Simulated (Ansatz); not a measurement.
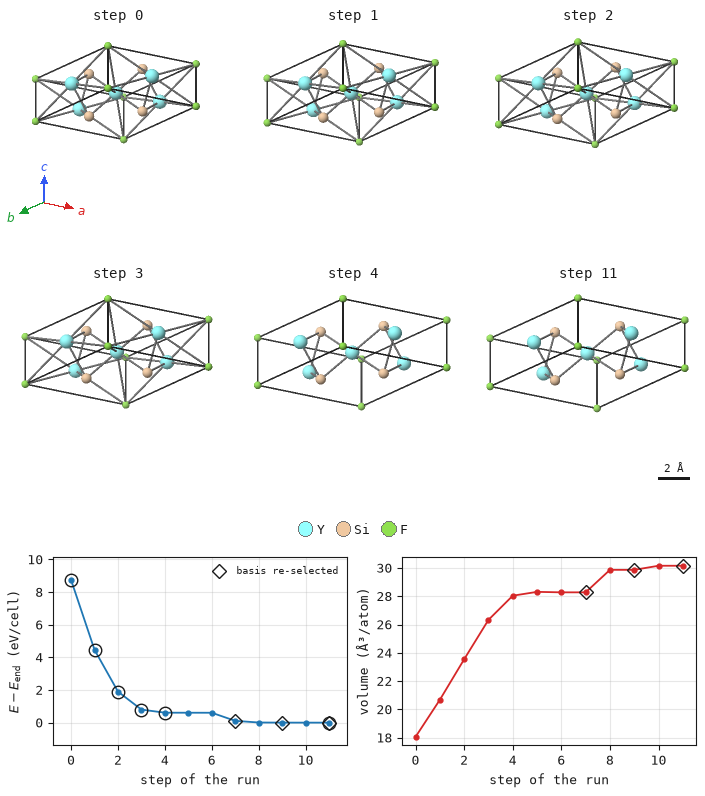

Frames of a relaxation of solid Y3Si2F (a generated structure, set up in P6/mmm) (coarse preliminary run), marked on the history of the run. Style: ball-and-stick. Shown: the cell of the calculation, from a free direction.

Level of theory: DFT PBE, scalar-relativistic, plane waves, PAW (Ansatz).

The input:
```yaml
crystal:
  lattice:
    - [6.13646248, 0.0, 0.0]
    - [-3.06823124, 5.3143324, 0.0]
    - [0.0, 0.0, 3.32206976]
  atoms:
    - { symbol: "Y", position: [0.5, 0.0, 0.5] }
    - { symbol: "Y", position: [0.5, 0.5, 0.5] }
    - { symbol: "Y", position: [0.0, 0.5, 0.5] }
    - { symbol: Si, position: [0.33333333, 0.66666667, 0.0] }
    - { symbol: Si, position: [0.66666667, 0.33333333, 0.0] }
    - { symbol: F, position: [0.0, 0.0, 0.0] }
basis:
  ecutwfc: 420
kpoints:
  mp_grid: { grid: [3, 3, 6] }
hamiltonian:
  xc: pbe
scf:
  occupations: { method: gaussian, width: 0.1 }
  lower_state_search: "off"
output:
  forces: true
  stress: true
  eigenvalues: true
relax:
  adjacent_minimum: "off"
  f_tol: 0.04
  max_steps: 70
  cell: { stress_tol: 0.4 }
```

Command:
```bash
ansatz run input.yaml --threads 1 --pin off --max-ram 2560MiB --backend cpu --events-out ev --progress --plain --runs-dir out
```

Q: Describe the path.

A: After 8 accepted moves (11 points after the start) the energy has fallen by 8.741 eV per cell of the calculation. All forces vanish by symmetry, so only the cell relaxes. Pressure: 56.19 GPa at the start and −0.06 GPa at the end. At 3 points the geometry stayed and the basis and grid were re-selected for the new cell (energy shift of 0.496 eV per cell of the calculation at most each time). No atom moves by more than 0.005 Å relative to the cell. The drawn cell changes as follows: a = b 6.136 → 7.445 Å (+21.3 %), c 3.322 → 3.769 Å (+13.5 %); the volume changes by +67.0 %. Among the contacts that change: Y1–F6 3.489 → 4.172 Å, Y1–Y2 3.068 → 3.723 Å, Y1–Y1 3.322 → 3.769 Å, Y1–Si4 2.428 → 2.858 Å. Bond angles that change, for instance: Si4–Y1–Si5 93.7° → 97.5°, Si4–Y1–Si4 86.3° → 82.5°, Y1–Si4–Y1 86.3° → 82.5°. The space group stays P6/mmm (No. 191). From step 0 to 1: volume +14.5 %, energy −4.281 eV per cell of the calculation. From step 1 to 2: volume +13.9 %, energy −2.560 eV per cell of the calculation. From step 2 to 3: volume +11.8 %, energy −1.102 eV per cell of the calculation. From step 3 to 4: volume +6.5 %, energy −0.188 eV per cell of the calculation. From step 4 to 11: volume +7.6 %, energy −0.611 eV per cell of the calculation.
